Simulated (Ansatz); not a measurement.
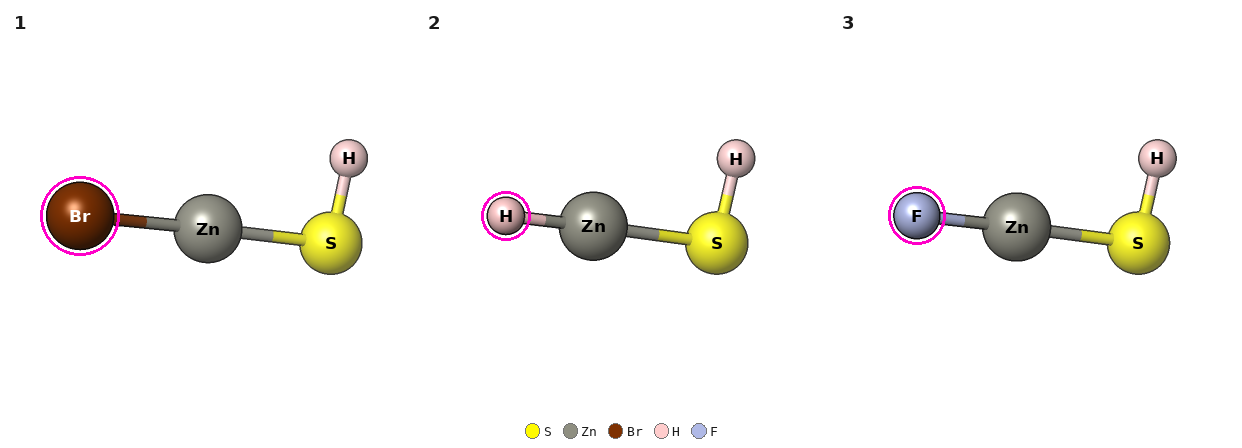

3 molecules with one skeleton, seen from the same side and at one scale; the atom that differs is circled. Each species is neutral and a spin singlet. Computed geometries: PBE0-D4/def2-TZVP optimisations, one conformation each. Properties computed with Ansatz 0.2.0.

One atom differs, called X below: Br in panel 1, H in panel 2, F in panel 3. Their formulas are BrHSZn (`[SH][Zn][Br]`), H2SZn (`[SH][ZnH]`), FHSZn (`[F][Zn][SH]`).

**Rank them by the HOMO–LUMO gap, lowest first (PBE0-D4/def2-QZVPP).**

1 (Br), 3 (F), 2 (H).

**Rank them by the length of X–Zn, lowest first (PBE0-D4/def2-TZVP).**

2 (H), 3 (F), 1 (Br).

Give the values. With PBE0-D4/def2-TZVP: length of X–Zn (Å), angle S–Zn–X (°). With PBE0-D4/def2-QZVPP: HOMO energy (Kohn–Sham orbital) (eV), HOMO–LUMO gap (eV). With r2SCAN-D4/def2-TZVPP: dipole moment (D).

| quantity | 1 (Br) | 2 (H) | 3 (F) |
| --- | --- | --- | --- |
| length of X–Zn (Å) | 2.233 | 1.532 | 1.747 |
| angle S–Zn–X (°) | 179.1 | 179.1 | 179.1 |
| HOMO energy (Kohn–Sham orbital) (eV) | −7.72 | −7.33 | −7.83 |
| HOMO–LUMO gap (eV) | 6.29 | 6.52 | 6.38 |
| dipole moment (D) | 1.06 | 1.16 | 1.68 |
